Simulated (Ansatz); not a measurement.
# Cl$_{2}$F$_{2}$Ge···NH$_{2}$ (doublet): what the fields show

The calculation's input:

```
crystal:
  periodic: [false, false, false]
  atoms:
    - { symbol: Ge, position_ang: [0.0, 0.0, 0.0] }
    - { symbol: Cl, position_ang: [0.0, 0.0, 2.47] }
    - { symbol: F, position_ang: [1.5842, 0.0, -0.5594] }
    - { symbol: Cl, position_ang: [-1.0456, 1.8115, -0.7393] }
    - { symbol: F, position_ang: [-0.7913, -1.3709, -0.5594] }
    - { symbol: "N", position_ang: [0.0, 0.0, 4.5] }
    - { symbol: H, position_ang: [-0.496, -0.7725, 5.03] }
    - { symbol: H, position_ang: [0.496, 0.7725, 5.03] }
magnetization:
  spin_polarized: true
  initial_magnetization: 1
basis:
  gaussian: { orbitals: def2-SVP }
hamiltonian:
  xc: pbe
relax:
  f_tol: 0.15
  max_steps: 25
  restrain:
    - { distance: [1, 5], at: 2.93, k: 30.0 }
    - { distance: [0, 1], at: 2.22, k: 30.0 }
output:
  orbitals: {}
```

Command:

```sh
ansatz run input.yaml --threads 4 --pin off --max-ram 5120MiB --backend cpu --events-out ev --progress --plain --runs-dir out
```

The fields are those of the run's last geometry, not of the input's.

Not at a stationary point (largest force 0.9 eV/Å).

Computed with UKS PBE/def2-SVP (Ansatz).

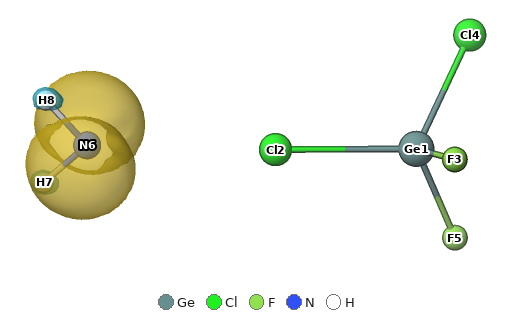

Figure 1. Isosurfaces of the spin density (α minus β) at +0.04 (yellow) and −0.04 e/Å³ (cyan), seen at a tilt.

**Describe the spin distribution.**

The unpaired spin (1 electron) lies mostly on N6 (about 0.9), in electrons by Hirshfeld's partition.

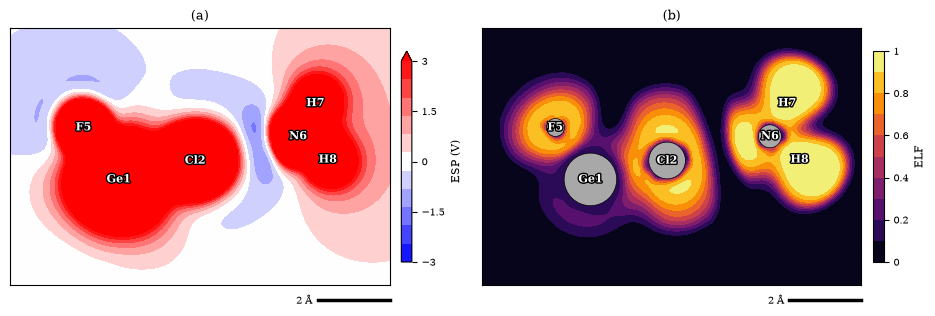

Figure 2. (a) electrostatic potential; (b) electron localisation function on the plane of atoms Cl2, Ge1 and F5. Grey discs cover the atomic cores in the ELF map.

**What do the fields say about this system?**

Atoms in the plane: Ge, Cl, F, N and H. N6···Cl2 (2.93 Å): the ELF dips to about 0.05 between them. Ge–F (1.74 Å): the ELF peaks at about 0.80 in the valence shell of F, 0.5 Å from its nucleus, and is about 0.25 at the midpoint. N–H (1.04 Å): the ELF climbs to about 1 towards the hydrogen, as it does in any bond to H (a covalent bond by its length). Ge–Cl (2.19 Å): the ELF peaks at about 0.80 in the valence shell of Cl, 0.9 Å from its nucleus, and is about 0.65 at the midpoint. The ELF also peaks beside Cl2 and F5, away from the bonds: non-bonding electrons, paired or unpaired. Outside the dense part of the complex the potential is most negative (−1.4 V) near N6.

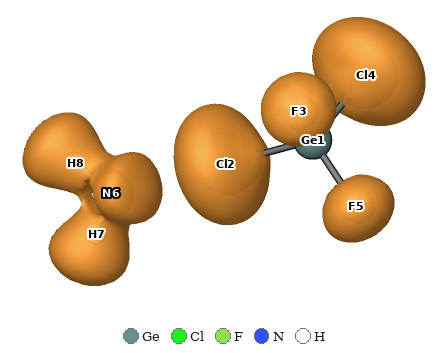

Figure 3. Isosurface of the ELF at 0.75 (orange), seen at a tilt. Only the valence region is drawn (cores and ρ < 0.01 e/Å³ removed).

**Identify the bonds, lone pairs and shells in this picture.**

The surface consists of two regions wrapped around Cl (the valence shell of each), two regions wrapped around F (the valence shell of each) and one joined region spread over several atoms (H, N), in which their bonds and any lone pairs are merged.

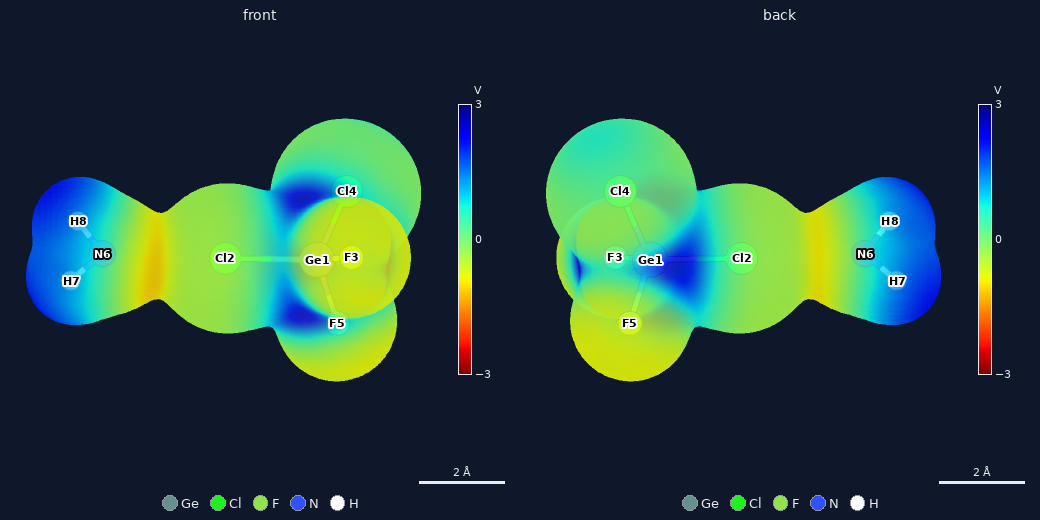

Figure 4. The molecular electrostatic potential painted on the density surface at 0.004 e/bohr³, seen from the front and from behind; the colour scale runs from red (negative) to blue (positive).

**Describe the electrostatic potential map.**

The most negative region (about −1.1 V) lies over N6, the most positive (about +2.4 V) over Ge1. Cl4 shows a σ-hole: about +0.7 V at the tip opposite its bond, against about −0.1 V on its flanks. N6 is the likeliest acceptor of a hydrogen bond.
